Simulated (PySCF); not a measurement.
## Electronic structure of C₃H₁₀BN (SMILES CBNCC) in real space

Input

```
{"job": {"kind": "uv", "xc": "PBE0", "basis": "def2-SVPD", "nstates": 5, "ntriplets": 0}, "charge": 0, "multiplicity": 1}
C     -3.074800     0.325000     0.138400
B     -1.809100    -0.524500    -0.026400
N     -0.629600     0.187400    -0.450200
C      0.644600    -0.393400    -0.717600
C      1.602500     0.207700     0.377000
H     -3.032000     1.355800     0.577400
H     -3.821400     0.384500    -0.695500
H     -3.528700    -0.157100     0.942900
H     -1.601900    -1.653700     0.315400
H     -0.736400     1.126700    -0.794600
H      0.910400    -0.144800    -1.740400
H      0.489200    -1.414600    -0.545300
H      1.067700     1.015400     0.972300
H      2.460000     0.799500    -0.057900
H      1.902800    -0.655600     0.913500
```

Launched as:

```sh
OMP_NUM_THREADS=1 python probes_run.py task.json out
```

Geometry: GFN2-xTB, MD frame at 250 fs, 600 K.

Computed with PBE0/def2-SVPD, SCF density, gas phase in PySCF.

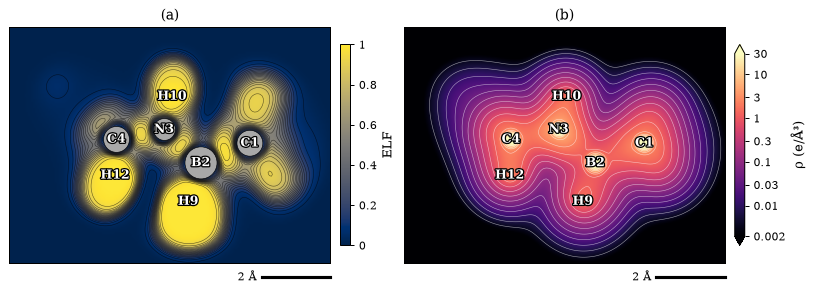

Figure 1. (a) electron localisation function; (b) electron density on the plane of atoms C1, B2 and N3. Grey discs cover the atomic cores in the ELF map.

### What do the fields say about this system?

The section cuts through C, B, N and H sites. C–N (1.43 Å): ρ is about 2 e/Å³ halfway; the ELF peaks at about 0.95 between the atoms; localised, covalent bonding. B–N (1.44 Å): the density is about 1.8 e/Å³ at the midpoint; the ELF peaks at about 0.95 between the atoms, as expected for a polar covalent bond. C–B (1.53 Å): ρ at the midpoint is about 1.5 e/Å³; the ELF peaks at about 0.95 between the atoms; localised, covalent bonding. N–H (1.01 Å): ρ at the midpoint is about 2.9 e/Å³; the ELF climbs to about 1 towards the hydrogen, as it does in any bond to H (an ordinary covalent bond to hydrogen). C–H (1.05 Å): ρ is about 2.2 e/Å³ halfway; the ELF climbs to about 1 towards the hydrogen (a covalent bond by its length).

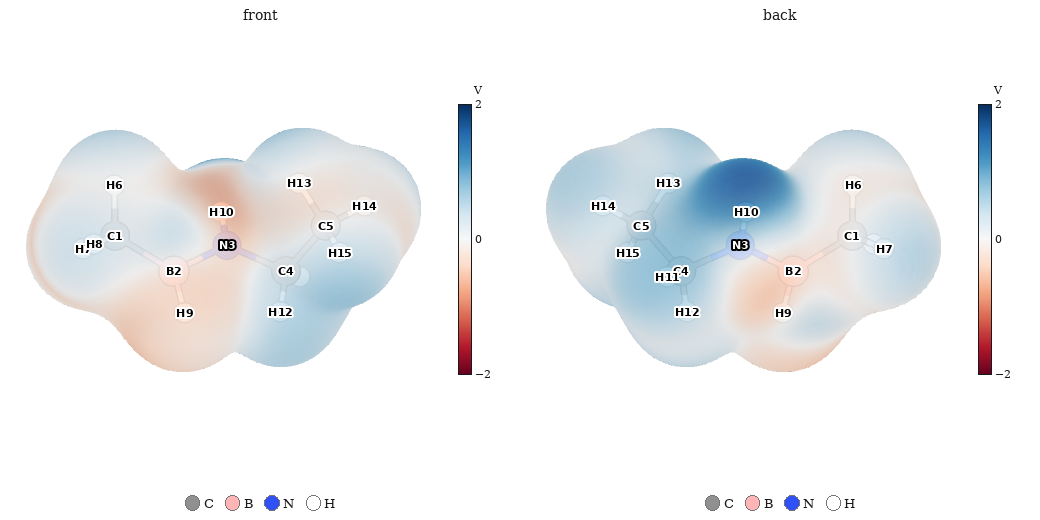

Figure 2. The molecular electrostatic potential painted on the density surface at 0.002 e/bohr³, seen from the front and from behind; the colour scale runs from red (negative) to blue (positive).

### Where is the surface potential most negative and most positive?

The most negative region (about −0.6 V) lies over N3, the most positive (about +1.6 V) over H10.

### What dipole moment does the calculation give?

Its dipole moment is 1.23 D.
